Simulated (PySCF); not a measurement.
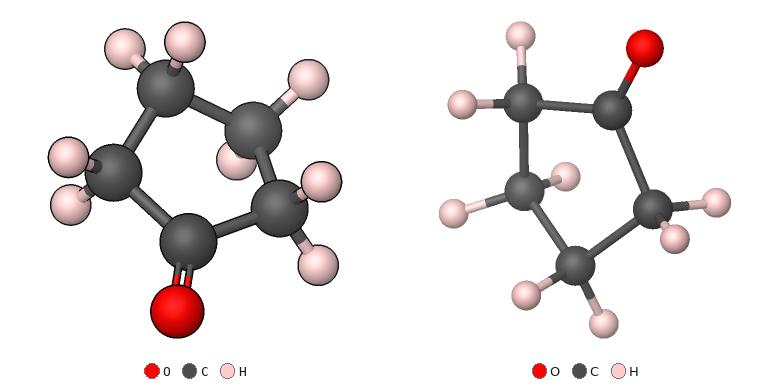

Two views of one molecule.

The geometry was computed by an optimisation with GFN2-xTB. No frequency run is at hand to confirm it as a minimum.

**Give the formula.**

C₅H₈O, 14 atoms: 5 carbon, 8 hydrogen and 1 oxygen.

**Name functional groups in it.**

Among them: ketone.

**What is the point group of this geometry?**

C2.

More results for the same structure follow; atom numbers are the same in all pictures, views and colours differ.

## Geometry

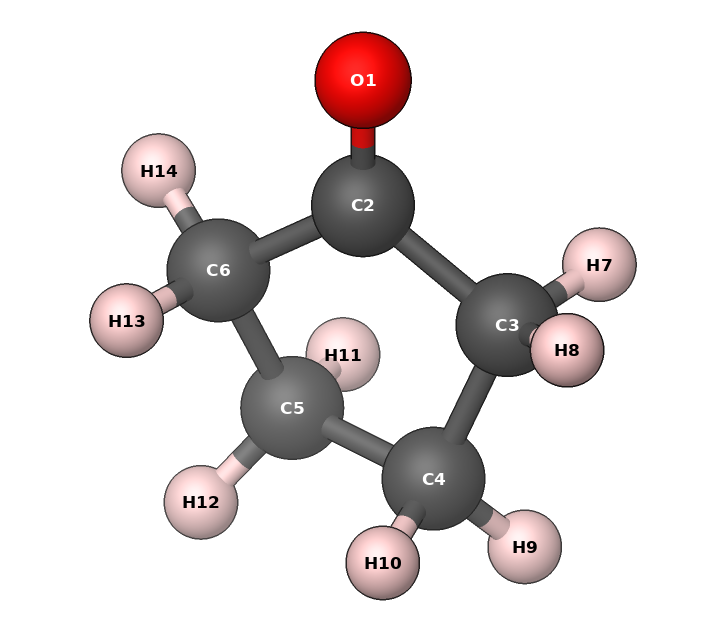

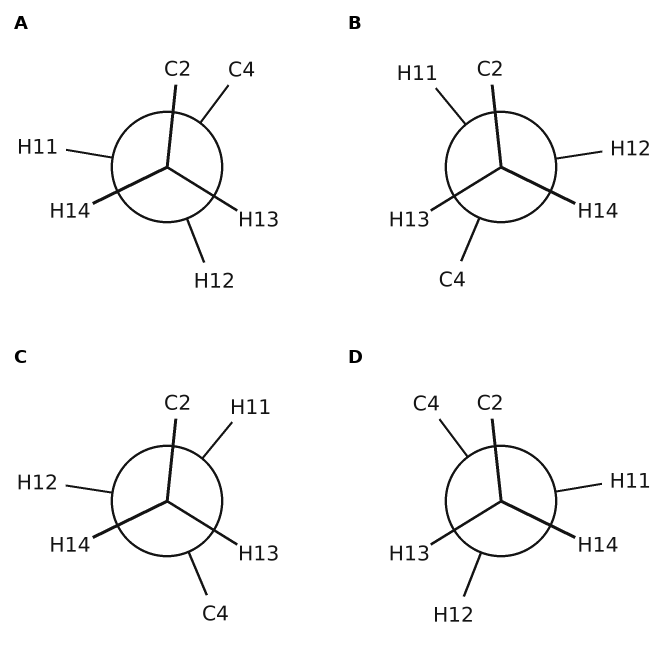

Depth is shown by fading: the farther an atom, the more it takes the colour of the background. Bonds that would overlap in a projection are set slightly apart. No frequency run is at hand to confirm it as a minimum.

**Which Newman projection shows the view along C6–C5, with C6 in front?**

A. The torsion angle C2–C6–C5–C4 is 31°, synclinal (gauche).

## Electronic properties

No frequency run is at hand to confirm it as a minimum. Level of theory: PBE0/pcSseg-1, gas phase (PySCF 2.14.0).

**Estimate the HOMO energy (Kohn–Sham orbital).**

−7.01 eV.

**What is the dipole moment?**

3.06 D.

**What is the HOMO–LUMO gap?**

6.56 eV.

## Charges

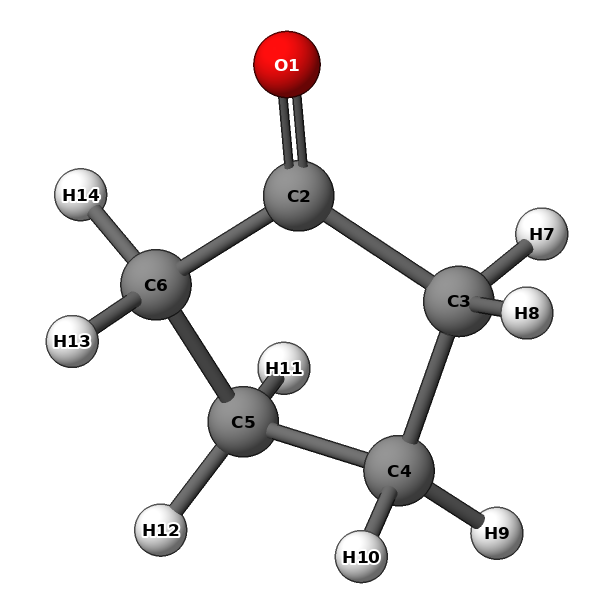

The questions are on Mulliken charges. No frequency run is at hand to confirm it as a minimum. Method: PBE0/pcSseg-1, gas phase (PySCF 2.14.0).

**Which atom carries the highest charge (most positive or least negative)?**

C2 (0.18 e).

**And the lowest?**

O1 (−0.35 e).

List the Mulliken charges.

```csv
atom,value (e)
O1,−0.35
C2,0.18
C3,−0.23
C4,−0.24
C5,−0.24
C6,−0.23
H7,0.15
H8,0.15
H9,0.13
H10,0.12
H11,0.12
H12,0.13
H13,0.15
H14,0.15
```

## Ring current

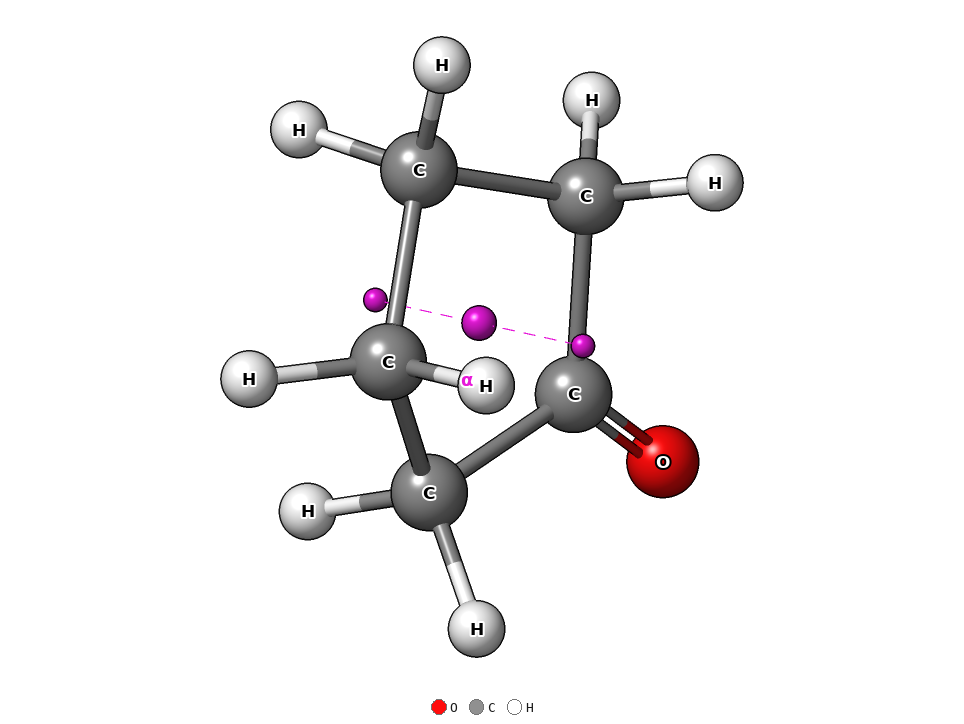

The small points mark where nucleus-independent chemical shifts (NICS) were computed: at the centre of each lettered ring and 1 Å above and below it. No frequency run is at hand to confirm it as a minimum. Method: GIAO PBE0/pcSseg-1 NMR shielding, non-relativistic, gas phase (PySCF 2.14.0).

Give NICS(0), NICS(1) and the out-of-plane component NICS(1)zz for each ring (means of the two sides).

```
ring  members  NICS(0)  NICS(1)  NICS(1)zz
   α       C5      0.6     −2.7       −3.0
```

Values in ppm.

**What do the values say about the ring currents?**

Ring α: weak, as in a non-aromatic ring. NICS is one index among several.

## NMR shielding

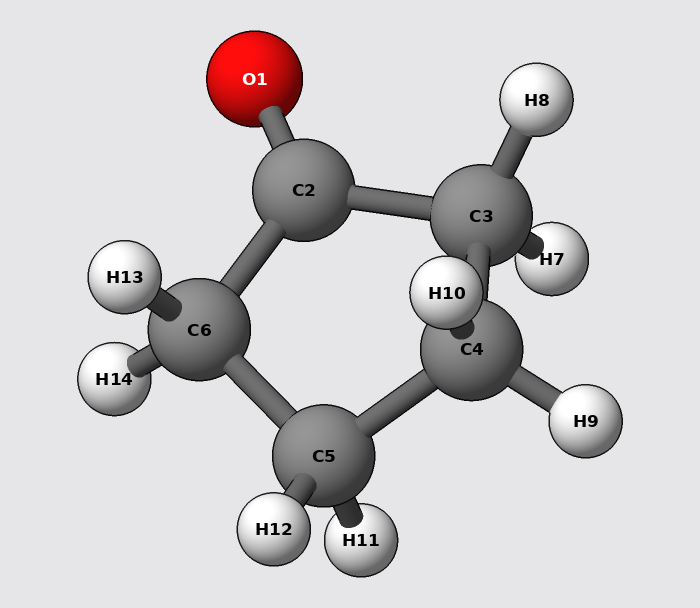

No frequency run is at hand to confirm it as a minimum. Method: GIAO PBE0/pcSseg-1 NMR shielding, non-relativistic, gas phase (PySCF 2.14.0). Principal shieldings σ11 ≤ σ22 ≤ σ33, span Ω = σ33 − σ11, skew κ = 3(σiso − σ22)/Ω.

**Which C atom has the most anisotropic shielding?**

C2, with a span of 172 ppm.

Give the shielding tensors of the C atoms.

```csv
atom,σ11,σ22,σ33,σiso,Ω,κ
C2,−108.0,−63.1,64.2,−35.6,172.3,0.48
"C3, C6",131.1,140.3,167.6,146.3,36.6,0.49
"C4, C5",143.3,164.0,173.8,160.4,30.5,−0.36
```

Shieldings and span in ppm.

Mulliken values depend strongly on the basis set and can even reverse the polarity of a bond.
